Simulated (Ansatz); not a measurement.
```xyz
5

F     1.5982   -2.3765   -3.3909
F     3.0232   -3.3597   -1.4249
Ga    4.4745    1.2787   -1.9010
N     3.4601   -0.6646   -2.1390
Si    2.7039   -2.1143   -2.3159
```

Geometry: B3LYP/6-31G*.

Level of theory: isolated molecule in a Gaussian basis; Kohn-Sham density functional theory, functional PBE0 in Ansatz 0.2.0.

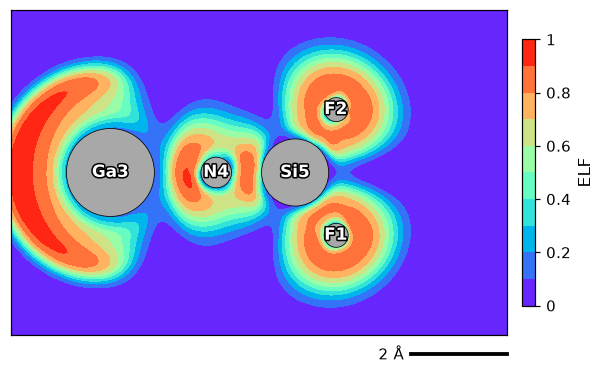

F2GaNSi (SMILES F[Si+](F)[N][Ga]) (charge +1, doublet). Electron localisation function on the molecular plane. Grey discs cover the atomic cores.

Question: Describe what can be read from this map.

Answer: The section cuts through F, Ga, N and Si sites. Si–F (1.56 Å): the ELF peaks at about 0.80 in the valence shell of F, 0.5 Å from its nucleus, and is about 0.50 at the midpoint. Si–N (1.64 Å): the ELF peaks at about 0.85 between the atoms, as expected for a polar covalent bond. Ga–N (2.21 Å): the ELF peaks at about 0.90 in the valence shell of N, 0.6 Å from its nucleus, and is about 0.30 at the midpoint. The ELF also peaks beside F1 and F2, away from the bonds: non-bonding electrons, paired or unpaired.
